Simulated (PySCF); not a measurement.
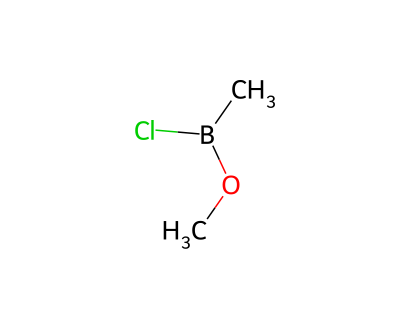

Skeletal drawing of a molecule.

**Give its SMILES.**

COB(C)Cl

**Give the formula, hydrogens included.**

C2H6BClO.

**An optimisation with PBE0-D3(BJ)/def2-SVP gave a structure of which point group?**

C1. Other conformers may differ.

The parts below concern this one geometry. Atoms keep their numbers from picture to picture. The geometry was computed by an optimisation with PBE0-D3(BJ)/def2-SVP. No frequency run is at hand to confirm it as a minimum.

## Geometry

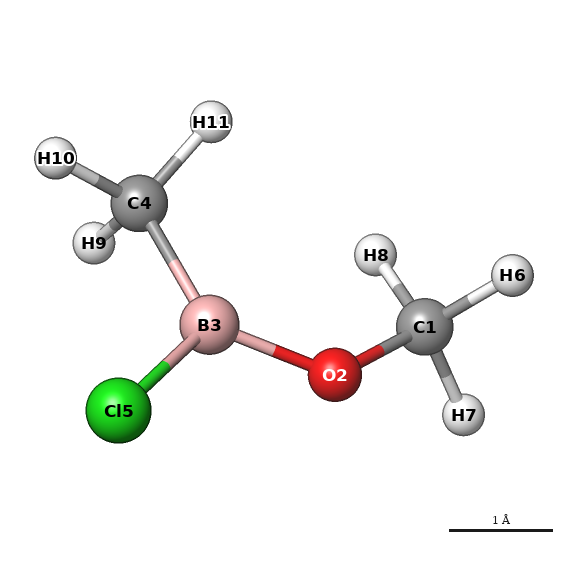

Atoms carry their numbers in the input. No frequency run is at hand to confirm it as a minimum.

**How are the neighbours of atom 4 arranged?**

C4 has 4 neighbours (B3 at 1.57, H9 at 1.10, H10 at 1.10, H11 at 1.10 Å); the arrangement is tetrahedral.

**Describe the coordination of atom 1.**

C1 has 4 neighbours (O2 at 1.40, H6 at 1.10, H7 at 1.10, H8 at 1.10 Å); the arrangement is tetrahedral.

**How are the neighbours of atom 3 arranged?**

B3 has 3 neighbours (O2 at 1.34, C4 at 1.57, Cl5 at 1.78 Å); the arrangement is trigonal planar.

**Describe the coordination of atom 2.**

O2 has 2 neighbours (C1 at 1.40, B3 at 1.34 Å); the arrangement is bent.

**What is the dihedral angle C1–O2–B3–C4?**

0° in size, that is syn (eclipsed).

## NMR shielding

The questions are on isotropic NMR shieldings of the C atoms. No frequency run is at hand to confirm it as a minimum. Properties computed with GIAO B97-D/pcSseg-2 NMR shielding, non-relativistic, gas phase (PySCF 2.14.0).

Give the isotropic NMR shieldings of the C atoms atom by atom.

```
atom  σ (ppm)
  C1    121.5
  C4    177.0
```

## Levels of theory compared

No frequency run is at hand to confirm it as a minimum. Program: PySCF 2.14.0.

Tabulate HOMO energy (eV), HOMO–LUMO gap (eV) at these levels: B3LYP/pcSseg-2; B97-D/pcSseg-2; BLYP/pcSseg-2; BP86/pcSseg-2; KT2/pcSseg-2; KT3/pcSseg-2; LDA/pcSseg-2; OPBE/pcSseg-2; PBE/pcSseg-2.

| level | HOMO energy (eV) | HOMO–LUMO gap (eV) |
| --- | --- | --- |
| B3LYP/pcSseg-2 | −8.31 | 8.21 |
| B97-D/pcSseg-2 | −7.15 | 6.45 |
| BLYP/pcSseg-2 | −7.01 | 6.28 |
| BP86/pcSseg-2 | −7.25 | 6.32 |
| KT2/pcSseg-2 | −7.28 | 6.39 |
| KT3/pcSseg-2 | −7.30 | 6.48 |
| LDA/pcSseg-2 | −7.28 | 6.17 |
| OPBE/pcSseg-2 | −7.16 | 6.43 |
| PBE/pcSseg-2 | −7.16 | 6.28 |

## Dipole moment

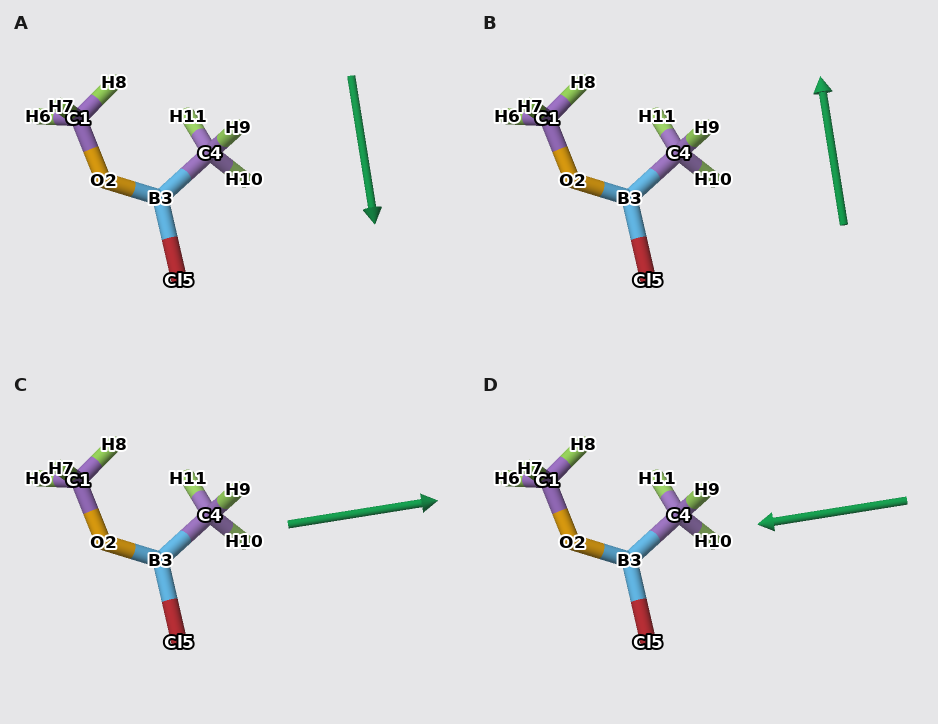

The same molecule four times, each with an arrow. No frequency run is at hand to confirm it as a minimum. Level of theory: PBE/pcSseg-2, gas phase (PySCF 2.14.0).

**Which arrow points along the dipole moment, from the negative to the positive end?**

B. The dipole moment is 3.01 D; it points from the side of Cl5 to the side of H8 (the outermost atoms at the two ends).
